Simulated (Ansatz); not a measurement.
The crystal is InF3 (R-3c).

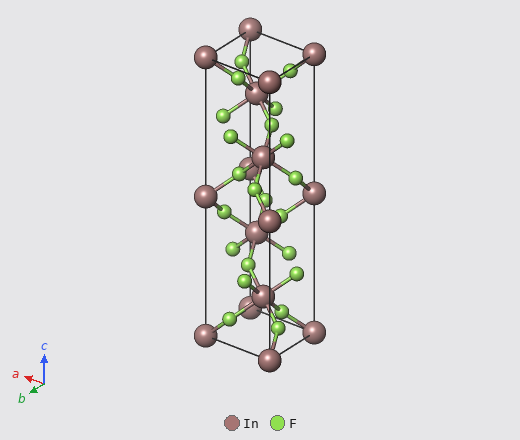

The structure (indium brown, fluorine green). Bonds to atoms that aren't drawn are left out. Some periodic images of atoms are drawn too.

The structure is trigonal, space group R-3c (No. 167). Conventional cell: a = 5.410 Å, b = 5.410 Å, c = 14.378 Å, α = 90.00°, β = 90.00°, γ = 120.00°. Nearest to In lie 6 F at 2.05 Å. F has 2 In at 2.05 Å nearest. Farther neighbours and most contacts between anions are not listed.

```cif
data_structure
_symmetry_space_group_name_H-M 'P 1'
_symmetry_Int_Tables_number 1
_cell_length_a 5.7206
_cell_length_b 5.7206
_cell_length_c 5.7206
_cell_angle_alpha 56.443
_cell_angle_beta 56.443
_cell_angle_gamma 56.443
_cell_volume 121.49
loop_
_atom_site_label
_atom_site_type_symbol
_atom_site_fract_x
_atom_site_fract_y
_atom_site_fract_z
_atom_site_occupancy
In1 In 0.00000 0.00000 0.00000 1
In2 In 0.50000 0.50000 0.50000 1
F3 F 0.85840 0.64160 0.25000 1
F4 F 0.25000 0.85840 0.64160 1
F5 F 0.64160 0.25000 0.85840 1
F6 F 0.14160 0.35840 0.75000 1
F7 F 0.75000 0.14160 0.35840 1
F8 F 0.35840 0.75000 0.14160 1
```

The cell and positions come from the Crystallography Open Database and are kept as given unless a step says otherwise.

Gaps computed with Ansatz 0.2.0 without a self-energy: LDA 4.24 eV and HSE06+SOC 6.57 eV.

Estimate the G0W0@LDA gap with 4×4×4 mesh, 2043 empty bands, screening to 380 eV, hard PAW files.

About 7.87 eV: on its mesh the run moves the gap from 4.24 eV by +3.64 eV. A band edge moves to another state on the way. Bands and cutoff are finite, so the gap is not at the basis limit. The miss can reach some tenths of an eV and take either sign; the mesh is an error of its own. The many-body steps are scalar-relativistic: spin-orbit coupling is not in them.

[Paths, hosts, dates, memory and timing lines, banners, echoed tables and standing remarks are left out of the program output.]

[Logs are printed without paths, hosts, clocks, repeated set-up lines and the standing remarks that a program may print on its own settings, such as how far it seeks lower states.]

[Runs of the session that timed out or met a known fault of the program may be left out.]

[Cells called generated may have been cut or substituted from an entry of the Crystallography Open Database or the Materials Project.]

[Hosts, paths, dates, database ids (printed as entryN), source tags and the programs' standing remarks are cut or masked in the printed files.]
